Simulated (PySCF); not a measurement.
C6H8, SMILES `C1=CCC=CC1`.

PySCF calculation, CAM-B3LYP/6-31G*, gas phase; geometry: GFN2-xTB. No frequency check shows the geometry to be a minimum. Without diffuse functions Rydberg states are missing, so the states' numbers hold for this basis only.

Coordinates in Å:

```
C1      -0.6584    1.2455   -0.0009
C2       0.6623    1.2434    0.0007
C3       1.4914   -0.0019    0.0003
C4       0.6584   -1.2455   -0.0009
C5      -0.6623   -1.2434    0.0007
C6      -1.4914    0.0019    0.0003
H7      -1.2075    2.1779   -0.0021
H8       1.2145    2.1740    0.0019
H9       2.1514   -0.0046    0.8768
H10      2.1514   -0.0023   -0.8771
H11      1.2075   -2.1779   -0.0021
H12     -1.2145   -2.1740    0.0019
H13     -2.1514    0.0046    0.8768
H14     -2.1514    0.0023   -0.8771
```

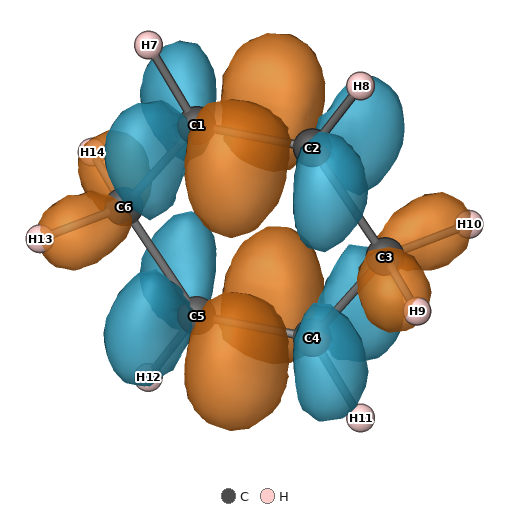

Unrelaxed difference density of S₂ less the ground state (full linear response singlet states), ±0.015 e/Å³; light blue: gain, orange: loss.

Question: How does the charge move on excitation?

Answer: 0.32 e is displaced in all, mostly between regions of the same atoms. The state: 7.42 eV (167 nm), f = 0.068; the leading pair carries 64 %; hole on C1, C2, C4 and C5 (18 % each) and C3 and C6 (6 % each), electron on C1, C2, C4 and C5 (17 % each) and C3 and C6 (6 % each) (shares are of the whole state, not of the leading pair alone); their centroids lie 0.0 Å apart.
